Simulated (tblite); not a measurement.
## Geometry relaxation, with input and output: GeSiNH$_{4}$Cl (part 2 of 2)

The same run, continued: GeSiNH$_{4}$Cl, multiplicity 3; GFN2-xTB geometry optimisation, gas phase (tblite 0.8.0). 

Geometry of the input (Å):
```
Ge 1.7323  0.6789  -0.8301
N  0.3098  0.8427  0.2526
Si -1.0321  -0.2437  0.0120
Cl 2.9050  -1.0552  -0.1933
H  0.2898  1.5319  0.9729
H  -1.1867  -1.1154  1.1998
H  -2.2618  0.5319  -0.2895
H  -0.7687  -1.1690  -1.1163
```

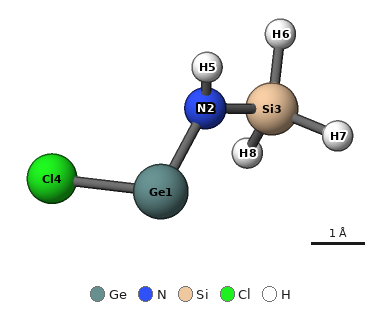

*The geometry at step 69 of the log (ball-and-stick view, seen at a tilt; atoms are numbered from 1 in the order of the input).*

Trajectory as extended XYZ, continued:
```
8
Properties=species:S:1:pos:R:3:forces:R:3 step=45 energy=-357.67647
Ge    1.7922    0.6837   -0.9876   -0.0020   0.0170   0.0250
N     0.3639    0.4367    0.3100    0.0260   0.0020  -0.0170
Si   -1.1849   -0.2796    0.0102    0.0100   0.0190  -0.0740
Cl    3.3959   -0.6473   -0.2162   -0.0370   0.0090  -0.0120
H     0.3413    1.1692    1.0074    0.0120  -0.0200   0.0060
H    -1.5617   -0.8642    1.2993   -0.0050  -0.0410   0.0430
H    -2.1731    0.7471   -0.3475    0.0100   0.0060  -0.0370
H    -0.9859   -1.2434   -1.0673   -0.0140   0.0070   0.0650
8
Properties=species:S:1:pos:R:3:forces:R:3 step=48 energy=-357.67840
Ge    1.7839    0.6908   -0.9963   -0.0040   0.0200   0.0030
N     0.3683    0.4226    0.3039   -0.0090  -0.0030   0.0220
Si   -1.1922   -0.2739    0.0131    0.0410  -0.0070  -0.0180
Cl    3.3963   -0.6186   -0.2167   -0.0140  -0.0060  -0.0120
H     0.3666    1.1375    1.0193   -0.0120  -0.0080   0.0160
H    -1.5836   -0.8627    1.2995    0.0090   0.0280   0.0050
H    -2.1606    0.7619   -0.3707    0.0070   0.0000  -0.0110
H    -0.9912   -1.2554   -1.0438   -0.0180  -0.0240  -0.0040
8
Properties=species:S:1:pos:R:3:forces:R:3 step=51 energy=-357.67912
Ge    1.7820    0.7047   -0.9980   -0.0030   0.0070   0.0140
N     0.3705    0.4245    0.3059    0.0470   0.0170  -0.0070
Si   -1.1849   -0.2729    0.0098   -0.0690  -0.0190   0.0230
Cl    3.3767   -0.6248   -0.2176   -0.0030  -0.0050  -0.0190
H     0.3695    1.1349    1.0248   -0.0170   0.0090   0.0400
H    -1.5802   -0.8610    1.2973    0.0140   0.0440  -0.0110
H    -2.1583    0.7604   -0.3767    0.0350  -0.0230  -0.0060
H    -0.9877   -1.2636   -1.0372   -0.0030  -0.0300  -0.0330
8
Properties=species:S:1:pos:R:3:forces:R:3 step=54 energy=-357.68131
Ge    1.7752    0.7435   -0.9950    0.0060  -0.0250   0.0330
N     0.3785    0.4184    0.3095   -0.0110   0.0070  -0.0040
Si   -1.1767   -0.2811    0.0049   -0.0460   0.0200   0.0150
Cl    3.3523   -0.6203   -0.2333    0.0040   0.0070  -0.0380
H     0.3733    1.1049    1.0525   -0.0090  -0.0120   0.0090
H    -1.5848   -0.8312    1.3051    0.0030   0.0290  -0.0190
H    -2.1281    0.7630   -0.4089    0.0210  -0.0340  -0.0030
H    -1.0021   -1.2951   -1.0264    0.0310   0.0070   0.0060
8
Properties=species:S:1:pos:R:3:forces:R:3 step=57 energy=-357.68238
Ge    1.7620    0.7374   -0.9960    0.0050   0.0000   0.0090
N     0.3822    0.3836    0.3137   -0.0440  -0.0050   0.0300
Si   -1.1891   -0.2827    0.0052    0.0490   0.0140  -0.0130
Cl    3.3945   -0.5638   -0.2496    0.0080  -0.0100  -0.0280
H     0.3888    1.0517    1.0744   -0.0040  -0.0220  -0.0150
H    -1.6199   -0.7920    1.3118   -0.0140   0.0070   0.0050
H    -2.0996    0.7813   -0.4379   -0.0310   0.0030  -0.0150
H    -1.0312   -1.3134   -1.0134    0.0310   0.0130   0.0260
8
Properties=species:S:1:pos:R:3:forces:R:3 step=60 energy=-357.68302
Ge    1.7540    0.7405   -0.9944   -0.0080   0.0070   0.0040
N     0.3843    0.3595    0.3211    0.0400   0.0240   0.0030
Si   -1.1917   -0.2795    0.0022   -0.0440  -0.0170   0.0020
Cl    3.4118   -0.5328   -0.2657    0.0200  -0.0220  -0.0220
H     0.3978    1.0158    1.0906    0.0020   0.0070   0.0220
H    -1.6400   -0.7639    1.3126   -0.0250   0.0060   0.0080
H    -2.0856    0.7911   -0.4613   -0.0200  -0.0040  -0.0140
H    -1.0428   -1.3286   -0.9967    0.0350  -0.0010  -0.0030
8
Properties=species:S:1:pos:R:3:forces:R:3 step=63 energy=-357.68605
Ge    1.7421    0.7950   -0.9688    0.0000  -0.0160   0.0170
N     0.3856    0.3627    0.3424    0.1220   0.0840   0.0220
Si   -1.1786   -0.2747   -0.0099   -0.2090  -0.0120   0.0440
Cl    3.3791   -0.5573   -0.3340    0.0080  -0.0050  -0.0340
H     0.3984    0.9758    1.1469    0.0140   0.0210   0.0090
H    -1.6591   -0.7075    1.3101   -0.0380   0.0020  -0.0150
H    -2.0791    0.7751   -0.5248    0.0730  -0.0680   0.0040
H    -1.0007   -1.3669   -0.9536    0.0300  -0.0050  -0.0470
8
Properties=species:S:1:pos:R:3:forces:R:3 step=66 energy=-357.68993
Ge    1.7405    0.8269   -0.9359   -0.0070   0.0110  -0.0100
N     0.3763    0.4023    0.3570   -0.0060  -0.0630   0.0040
Si   -1.1757   -0.2749   -0.0101    0.0660   0.0140   0.0140
Cl    3.3354   -0.6178   -0.3996   -0.0060  -0.0020  -0.0220
H     0.3874    0.9807    1.1846    0.0090   0.0840   0.0330
H    -1.6659   -0.6814    1.3110   -0.0620  -0.0410   0.0200
H    -2.0873    0.7368   -0.5630    0.0280  -0.0040  -0.0280
H    -0.9232   -1.3704   -0.9358   -0.0230   0.0010  -0.0100
8
Properties=species:S:1:pos:R:3:forces:R:3 step=69 energy=-357.69338
Ge    1.7185    0.8602   -0.9279   -0.0040  -0.0450   0.0350
N     0.3842    0.3835    0.3838    0.0220   0.0170   0.0740
Si   -1.1700   -0.2759   -0.0041    0.0200  -0.0730   0.0180
Cl    3.3319   -0.5946   -0.4546   -0.0340   0.0270  -0.0370
H     0.4061    0.9355    1.2327   -0.0040   0.0130  -0.0630
H    -1.7188   -0.6370    1.3149   -0.0090   0.0010  -0.0950
H    -2.0367    0.7313   -0.6324    0.0130   0.0150   0.0110
H    -0.9276   -1.4008   -0.9041   -0.0040   0.0450   0.0580
8
Properties=species:S:1:pos:R:3:forces:R:3 step=72 energy=-357.69928
Ge    1.6869    0.8954   -0.8895   -0.0130  -0.0350   0.0020
N     0.3935    0.4044    0.4517    0.0040   0.0040  -0.0230
Si   -1.1380   -0.2720    0.0032   -0.0210  -0.0630  -0.0040
Cl    3.2577   -0.6370   -0.5719   -0.0130   0.0120  -0.0260
H     0.4145    0.9537    1.2998   -0.0670   0.0150   0.0130
H    -1.7775   -0.5999    1.2879    0.0200  -0.0010  -0.0380
H    -1.9986    0.6736   -0.7191    0.0410   0.0990   0.0290
H    -0.8509   -1.4160   -0.8537    0.0480  -0.0310   0.0470
8
Properties=species:S:1:pos:R:3:forces:R:3 step=75 energy=-357.70226
Ge    1.6791    0.9238   -0.8518   -0.0510   0.0110  -0.0410
N     0.3977    0.4072    0.4831   -0.0330   0.0200   0.0240
Si   -1.1228   -0.2746   -0.0013   -0.0110   0.0360  -0.0200
Cl    3.2129   -0.6510   -0.6537    0.0300  -0.0320  -0.0100
H     0.4053    0.9434    1.3410   -0.0640  -0.0120  -0.0220
H    -1.8062   -0.5561    1.2680   -0.0060  -0.0400   0.0290
H    -1.9680    0.6529   -0.7674    0.0820   0.0820   0.0260
H    -0.8104   -1.4435   -0.8096    0.0530  -0.0650   0.0140
8
Properties=species:S:1:pos:R:3:forces:R:3 step=78 energy=-357.70970
Ge    1.6560    0.9664   -0.8172   -0.0480  -0.0090  -0.0340
N     0.4007    0.4096    0.5207   -0.0310  -0.0300   0.0060
Si   -1.1050   -0.2800   -0.0013    0.0250   0.0220  -0.0230
Cl    3.1523   -0.6559   -0.7566    0.0210  -0.0210  -0.0060
H     0.3863    0.9204    1.3915   -0.0160   0.0390   0.0350
H    -1.8536   -0.5159    1.2405   -0.0120  -0.0300   0.0330
H    -1.8737    0.6502   -0.8335    0.0120   0.0810  -0.0080
H    -0.7754   -1.4926   -0.7359    0.0500  -0.0520  -0.0040
8
Properties=species:S:1:pos:R:3:forces:R:3 step=81 energy=-357.71690
Ge    1.5848    0.9539   -0.8257   -0.0210   0.0160  -0.0100
N     0.3991    0.4396    0.5799    0.0330  -0.0630  -0.0420
Si   -1.0699   -0.2775   -0.0078    0.0410  -0.0080   0.0200
Cl    3.0627   -0.6840   -0.8282    0.0130  -0.0220  -0.0020
H     0.3760    0.9540    1.4470   -0.0390   0.0660   0.0510
H    -1.8781   -0.5184    1.1978   -0.0250  -0.0150   0.0600
H    -1.8047    0.6424   -0.8746   -0.0360   0.0890  -0.0430
H    -0.6822   -1.5078   -0.6801    0.0340  -0.0640  -0.0350
8
Properties=species:S:1:pos:R:3:forces:R:3 step=84 energy=-357.72019
Ge    1.5702    0.9283   -0.8423    0.0100  -0.0260   0.0210
N     0.3972    0.4598    0.5945    0.0460  -0.0100  -0.0080
Si   -1.0512   -0.2825   -0.0154   -0.0360   0.0370  -0.0010
Cl    3.0416   -0.7238   -0.8152   -0.0280   0.0250  -0.0020
H     0.3391    1.0237    1.4309   -0.0130   0.0040  -0.0180
H    -1.8492   -0.5644    1.1936   -0.0150  -0.0060   0.0310
H    -1.8118    0.6658   -0.8400    0.0190  -0.0190  -0.0010
H    -0.6483   -1.5047   -0.6979    0.0160  -0.0070  -0.0220
8
Properties=species:S:1:pos:R:3:forces:R:3 step=87 energy=-357.72079
Ge    1.5736    0.9273   -0.8368   -0.0010   0.0020  -0.0010
N     0.3999    0.4560    0.5970   -0.0020  -0.0040   0.0040
Si   -1.0524   -0.2837   -0.0104   -0.0020   0.0080  -0.0080
Cl    3.0347   -0.7264   -0.8204    0.0000  -0.0020   0.0010
H     0.3341    1.0326    1.4238   -0.0030  -0.0020  -0.0020
H    -1.8527   -0.5677    1.1979    0.0060  -0.0020   0.0050
H    -1.8077    0.6631   -0.8398    0.0030  -0.0030  -0.0020
H    -0.6419   -1.4991   -0.7031   -0.0010   0.0030   0.0030
8
Properties=species:S:1:pos:R:3:forces:R:3 step=89 energy=-357.72082
Ge    1.5730    0.9277   -0.8363    0.0020  -0.0020   0.0010
N     0.3998    0.4571    0.5981   -0.0030   0.0020   0.0000
Si   -1.0516   -0.2829   -0.0111    0.0050   0.0000  -0.0030
Cl    3.0305   -0.7295   -0.8208   -0.0010   0.0010   0.0000
H     0.3318    1.0348    1.4239    0.0010  -0.0010   0.0000
H    -1.8486   -0.5690    1.1987   -0.0020  -0.0010   0.0050
H    -1.8073    0.6622   -0.8412   -0.0010   0.0020  -0.0020
H    -0.6400   -1.4982   -0.7029    0.0000  -0.0010   0.0000
```

Summary:

- outcome: converged
- total energy: −357.7208 eV
- hardware: 1 CPU thread, shared host
- wall time: 3.2 s
- peak memory: 0.18 GiB
